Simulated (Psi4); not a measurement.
**CHF2O (SMILES [O]C(F)F): USCAN/cc-pVTZ (sweep point 6)**

Aim: the vertical doublet–quartet gap of CHF2O at USCAN/cc-pVTZ (sweep point 6), from 2 runs. The job is set up through a Python script.

Program for the calculation: Psi4 1.11.

4 further runs of the same task are left out: 4 set aside as unsound or not needed.

### Step 1. Starting point

The species is CHF2O (5 atoms), meant as a doublet with charge 0. As SMILES, `[O]C(F)F`. The coordinates come from a PBE0-D4/def2-TZVP relaxation.

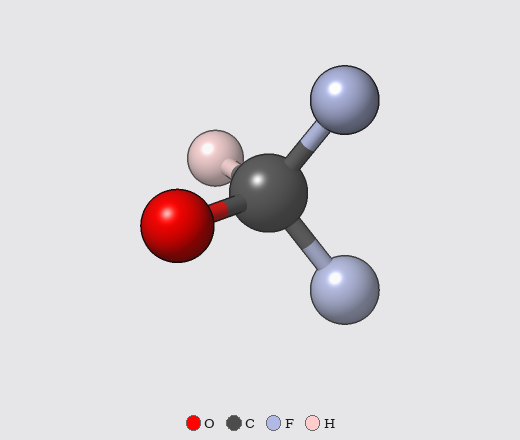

Viewed from a chosen angle; oxygen red, carbon dark grey, fluorine light blue, hydrogen pink.

### Step 2. The energy at USCAN/cc-pVTZ (sweep point 6)

File chf2o.py:

```python
import psi4

psi4.set_memory(1600000000)
psi4.set_num_threads(1)
psi4.core.set_output_file('psi4.out', False)

molecule = psi4.geometry("""
0 2
O     -0.541600    -0.387700     1.137900
C      0.011000     0.001200     0.004100
F      1.102700    -0.708000    -0.342800
F     -0.825400    -0.034200    -1.051500
H      0.303300     1.055000     0.210800
units angstrom
symmetry c1
""")

psi4.set_options({
    'basis': 'cc-pVTZ',
    'reference': 'uks',
    'puream': True,
    'scf_type': 'pk',
    'dft_radial_points': 99,
    'dft_spherical_points': 590,
    'maxiter': 150,
})

e = psi4.energy("scan", molecule=molecule)
print('E =', round(e, 9))
for k, v in sorted(psi4.core.scalar_variables().items()):
    print(f'{k:45s} {v:18.10f}')
```

Started as:

```sh
$ python chf2o.py
```

psi4.out:

```text
[...]
  Running in c1 symmetry.
[...]
  Nuclear repulsion =  125.371685221319382
[...]
  Multiplicity = 2
[...]
  Nalpha       = 17
  Nbeta        = 16
[...]
    Number of basis functions: 134
[...]
   @UKS iter   1:  -313.47098545341180   -2.40139e-01   3.96063e-03 ADIIS/DIIS
[...]
   @UKS iter  10:  -313.57467232092779   -1.57218e-08   2.15413e-07 DIIS
[...]
   @S^2 Observed:                7.548595517E-01
[...]
    Orbital Energies [Eh]
    ---------------------
    Alpha Occupied:
       1A    -24.522504     2A    -24.522497     3A    -19.058894
       4A    -10.268062     5A     -1.256086     6A     -1.188538
       7A     -1.064667     8A     -0.664683     9A     -0.572226
      10A     -0.548417    11A     -0.514876    12A     -0.427455
      13A     -0.409926    14A     -0.392329    15A     -0.386755
      16A     -0.350783    17A     -0.334249
    Alpha Virtual:
      18A      0.054989    19A      0.113599    20A      0.133596
      21A      0.172446    22A      0.266594    23A      0.287105
      24A      0.309099    25A      0.377883    26A      0.433870
[...]
  @UKS Final Energy:  -313.57467232092779
   => Energetics <=
    Nuclear Repulsion Energy =            125.3716852213193818
    One-Electron Energy =                -682.7254776996282999
    Two-Electron Energy =                 278.9893043842157567
    DFT Exchange-Correlation Energy =     -35.2101842268346275
    Empirical Dispersion Energy =           0.0000000000000000
    VV10 Nonlocal Energy =                  0.0000000000000000
    Total Energy =                       -313.5746723209277889
[...]
 Multipole Moments:
 ------------------------------------------------------------------------------------
     Multipole            Electronic (a.u.)      Nuclear  (a.u.)        Total (a.u.)
 ------------------------------------------------------------------------------------
 L = 1.  Multiply by 2.5417464519 to convert [e a0] to [Debye]
 Dipole X            :          0.1758936           -0.0215411            0.1543525
 Dipole Y            :         -0.8740645            1.4163384            0.5422738
 Dipole Z            :         -1.3096253            1.4052524            0.0956271
 Magnitude           :                                                    0.5718655
[...]
```

The script printed:

```text
E = -313.574672321
CURRENT ENERGY                                   -313.5746723209
CURRENT REFERENCE ENERGY                         -313.5746723209
DD SOLVATION ENERGY                                 0.0000000000
DFT FUNCTIONAL TOTAL ENERGY                      -313.5746723209
DFT TOTAL ENERGY                                 -313.5746723209
DFT VV10 ENERGY                                     0.0000000000
DFT XC ENERGY                                     -35.2101842268
GRID ELECTRONS ALPHA                               17.0000002548
GRID ELECTRONS BETA                                16.0000002393
GRID ELECTRONS TOTAL                               33.0000004942
NUCLEAR REPULSION ENERGY                          125.3716852213
ONE-ELECTRON ENERGY                              -682.7254776996
PCM POLARIZATION ENERGY                             0.0000000000
PE ENERGY                                           0.0000000000
SCF ITERATION ENERGY                             -313.5746723209
SCF ITERATIONS                                     10.0000000000
SCF TOTAL ENERGY                                 -313.5746723209
TWO-ELECTRON ENERGY                               278.9893043842
XC GRID RADIAL POINTS                              99.0000000000
XC GRID SPHERICAL POINTS                          590.0000000000
XC GRID TOTAL POINTS                           280643.0000000000
```

Run time: 40 s. Hardware: 1 thread of Intel Xeon 6975P-C (Granite Rapids), shared host; peak memory 0.96 GiB.

### Step 3. The quartet

File job.py:

```python
import psi4

psi4.set_memory('1600 MB')
psi4.set_num_threads(1)
psi4.set_output_file('run.log', False)

m = psi4.geometry("""
0 4
O     -0.541600    -0.387700     1.137900
C      0.011000     0.001200     0.004100
F      1.102700    -0.708000    -0.342800
F     -0.825400    -0.034200    -1.051500
H      0.303300     1.055000     0.210800
symmetry c1
""")

options = {'basis': 'cc-pVTZ', 'reference': 'uks', 'puream': True, 'scf_type': 'pk', 'dft_radial_points': 99, 'dft_spherical_points': 590, 'maxiter': 150}
psi4.set_options(options)

e, wfn = psi4.energy("scan", return_wfn=True)
print(f'scan energy: {e:.10f} Eh')
for k, v in sorted(psi4.core.scalar_variables().items()):
    print(f'{k:45s} {v:18.10f}')
```

Started as:

```sh
$ python job.py
```

run.log:

```text
[...]
  Running in c1 symmetry.
[...]
  Nuclear repulsion =  125.371685221319382
[...]
  Multiplicity = 4
[...]
  Nalpha       = 18
  Nbeta        = 15
[...]
    Number of basis functions: 134
[...]
   @UKS iter   1:  -313.17066579537720    6.01809e-02   2.33776e-03 DIIS/ADIIS
[...]
   @UKS iter  11:  -313.22442871038061   -6.94316e-08   7.30994e-07 DIIS
[...]
   @S^2 Observed:                3.758735201E+00
[...]
    Orbital Energies [Eh]
    ---------------------
    Alpha Occupied:
       1A    -24.615028     2A    -24.615022     3A    -19.232657
       4A    -10.310936     5A     -1.337815     6A     -1.269507
       7A     -1.198786     8A     -0.748549     9A     -0.645265
      10A     -0.643091    11A     -0.621795    12A     -0.539204
      13A     -0.513540    14A     -0.480486    15A     -0.478404
      16A     -0.457081    17A     -0.431537    18A     -0.013024
    Alpha Virtual:
      19A      0.036240    20A      0.065758    21A      0.096979
      22A      0.191963    23A      0.226900    24A      0.240756
      25A      0.315349    26A      0.361879    27A      0.456161
[...]
  @UKS Final Energy:  -313.22442871038061
   => Energetics <=
    Nuclear Repulsion Energy =            125.3716852213193818
    One-Electron Energy =                -679.6498353387266889
    Two-Electron Energy =                 276.0932771654195790
    DFT Exchange-Correlation Energy =     -35.0395557583928721
    Empirical Dispersion Energy =           0.0000000000000000
    VV10 Nonlocal Energy =                  0.0000000000000000
    Total Energy =                       -313.2244287103806073
[...]
 Multipole Moments:
 ------------------------------------------------------------------------------------
     Multipole            Electronic (a.u.)      Nuclear  (a.u.)        Total (a.u.)
 ------------------------------------------------------------------------------------
 L = 1.  Multiply by 2.5417464519 to convert [e a0] to [Debye]
 Dipole X            :         -0.5644086           -0.0215411           -0.5859497
 Dipole Y            :         -3.1073364            1.4163384           -1.6909981
 Dipole Z            :         -1.4188233            1.4052524           -0.0135709
 Magnitude           :                                                    1.7896915
[...]
```

Standard output:

```text
scan energy: -313.2244287104 Eh
CURRENT ENERGY                                   -313.2244287104
CURRENT REFERENCE ENERGY                         -313.2244287104
DD SOLVATION ENERGY                                 0.0000000000
DFT FUNCTIONAL TOTAL ENERGY                      -313.2244287104
DFT TOTAL ENERGY                                 -313.2244287104
DFT VV10 ENERGY                                     0.0000000000
DFT XC ENERGY                                     -35.0395557584
GRID ELECTRONS ALPHA                               18.0000002874
GRID ELECTRONS BETA                                15.0000002350
GRID ELECTRONS TOTAL                               33.0000005225
NUCLEAR REPULSION ENERGY                          125.3716852213
ONE-ELECTRON ENERGY                              -679.6498353387
PCM POLARIZATION ENERGY                             0.0000000000
PE ENERGY                                           0.0000000000
SCF ITERATION ENERGY                             -313.2244287104
SCF ITERATIONS                                     11.0000000000
SCF TOTAL ENERGY                                 -313.2244287104
TWO-ELECTRON ENERGY                               276.0932771654
XC GRID RADIAL POINTS                              99.0000000000
XC GRID SPHERICAL POINTS                          590.0000000000
XC GRID TOTAL POINTS                           280643.0000000000
```

Wall time 42 s (1 thread of Intel Xeon 6975P-C (Granite Rapids), shared host); peak memory 0.98 GiB.

### Step 4. Outcome

At USCAN/cc-pVTZ (sweep point 6):

| quantity | value |
| --- | --- |
| doublet: total energy | -313.57467 Eh |
| doublet: dipole moment | 1.45 D |
| doublet: HOMO energy (highest over α and β) | -8.59 eV |
| doublet: LUMO energy (lowest over α and β) | -6.31 eV |
| doublet: ⟨S²⟩ | 0.755 |
| quartet: total energy | -313.22443 Eh |
| quartet: dipole moment | 4.55 D |
| quartet: HOMO energy (highest over α and β) | -0.35 eV |
| quartet: ⟨S²⟩ | 3.759 |
| vertical energy of the quartet above the doublet | 9.531 eV |

**Reading.** At this shape the quartet lies 9.53 eV (920 kJ/mol) above the doublet.
